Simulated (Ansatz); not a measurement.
# AlFH₃NSSi: a ladder of functionals and wavefunction methods

Aim: compute AlFH₃NSSi with functionals from several rungs and with coupled cluster. The yardstick is the atomisation energy at the CCSD(T) limit.

Program: Ansatz 0.2.0, Gaussian basis. Level of theory: functionals in def2-TZVPP, the program's frozen cores in correlated methods. These are calculated values, not measurements.

The runs, in order: LDA (SPW92), PBE-D4, revPBE-D4, BLYP-D4, r2SCAN-D4, B97M-V, PBE0-D4, B3LYP-D4, r2SCANh-D4, r2SCAN0-D4, HSE06-D4, BHLYP-D4, CAM-B3LYP-D4, LC-ωPBE, ωB97X-V, ωB97M-V, B2PLYP, PBE-QIDH; CCSD(T)/def2-SVP; CCSD(T)/def2-TZVPP; MP2/def2-QZVPP; extrapolation to the limit; RPA on PBE.

1 further run of the same task is left out (for a known fault of the program).

## Step 1: The relaxed structure

An earlier PBE0-D4 in a triple-zeta def2 set relaxation fixed the geometry.

8 atoms, charge 0, spin multiplicity 1.

Atoms are counted from 1 here; the program's logs count them from 0.

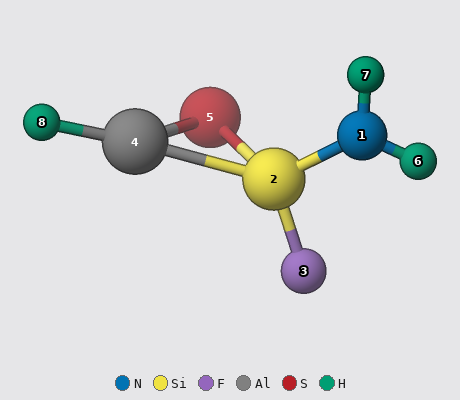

The structure; nitrogen blue, silicon yellow, fluorine purple, aluminium grey, sulfur red, hydrogen teal; atoms are numbered from 1 in the order of the file.

## Step 2: LDA

This LDA is Slater exchange with PW92 correlation.

File in.yaml:

```yaml
crystal:
  periodic: [false, false, false]
  atoms:
    - {symbol: N, position_ang: [0.443620, 1.538971, 0.505316]}
    - {symbol: Si, position_ang: [0.497811, -0.082589, 0.016575]}
    - {symbol: F, position_ang: [2.069862, -0.371698, -0.085349]}
    - {symbol: Al, position_ang: [-1.090722, -1.760995, 0.009401]}
    - {symbol: S, position_ang: [-0.542029, -0.653296, -1.805390]}
    - {symbol: H, position_ang: [1.256419, 2.128369, 0.427313]}
    - {symbol: H, position_ang: [-0.416000, 2.056051, 0.567505]}
    - {symbol: H, position_ang: [-2.126762, -2.911914, 0.308727]}
basis:
  gaussian: {orbitals: def2-TZVPP}
hamiltonian: {xc: lda}
output: {orbitals: {seedname: orbitals}}
```

On the command line:

```bash
$ ansatz run in.yaml --threads 2 --pin off --events-out ev --progress --plain --max-ram 4352MiB
```

Further steps of the session: PBE-D4 (GGA); revPBE-D4 (GGA); BLYP-D4 (GGA); r2SCAN-D4 (meta-GGA); B97M-V (meta-GGA); PBE0-D4 (hybrid); B3LYP-D4 (hybrid); r2SCANh-D4 (hybrid); r2SCAN0-D4 (hybrid); HSE06-D4 (hybrid); BHLYP-D4 (hybrid); CAM-B3LYP-D4 (range-separated); LC-ωPBE (range-separated); ωB97X-V (range-separated); ωB97M-V (range-separated); B2PLYP (double hybrid); PBE-QIDH (double hybrid); CCSD(T) in def2-SVP; CCSD(T) in def2-TZVPP; MP2 in def2-QZVPP; RPA on PBE orbitals.

**Question.** What will the summary of the whole plan be? Wanted: atomisation energy, CCSD(T)/CBS; farthest beyond LDA; mean size of error, GGA; mean size of error, meta-GGA; mean size of error, hybrid; mean size of error, range-separated; mean size of error, double hybrid; gap, smallest and largest; T1 diagnostic.

As calculated:

```
                               quantity                                     value
        atomisation energy, CCSD(T)/CBS                             2740.7 kJ/mol
 functionals within 13.7 kJ/mol (0.5 %)               r2SCAN-D4, ωB97X-V, ωB97M-V
                    farthest beyond LDA                  BHLYP-D4 (-119.6 kJ/mol)
                mean size of error, GGA                               35.8 kJ/mol
           mean size of error, meta-GGA                               19.4 kJ/mol
             mean size of error, hybrid                               45.9 kJ/mol
    mean size of error, range-separated                               16.6 kJ/mol
      mean size of error, double hybrid                               49.7 kJ/mol
              gap, smallest and largest  2.69 eV (LDA (SPW92)), 8.94 eV (LC-ωPBE)
                          T1 diagnostic                                    0.0139
triples share of the correlation energy                                     4.0 %
```

What this shows: The LDA atomisation energy is off by 405.2 kJ/mol (15 %): it overbinds. PBE-D4 misses by +38.0 kJ/mol. Double hybrids carry the basis error of their MP2 part in triple zeta, and no dispersion term here, so their miss is partly the set-up's. By mean error the best rung here is range-separated (16.6 kJ/mol) and the worst beyond LDA is double hybrid (49.7 kJ/mol). The gap between the best rungs is small, so their order is not settled. The reference freezes the cores and leaves out relativity and excitations past (T), so misses under about 13.7 kJ/mol can't be ranked. Hartree-Fock recovers 69 % of the binding; the rest is correlation. CCSD(T) in def2-SVP is off by -292.0 kJ/mol, more than most functionals: a good method in a small basis is no reference. The gap grows from 2.7 to 8.9 eV across the functionals, mostly with the share of exact exchange.
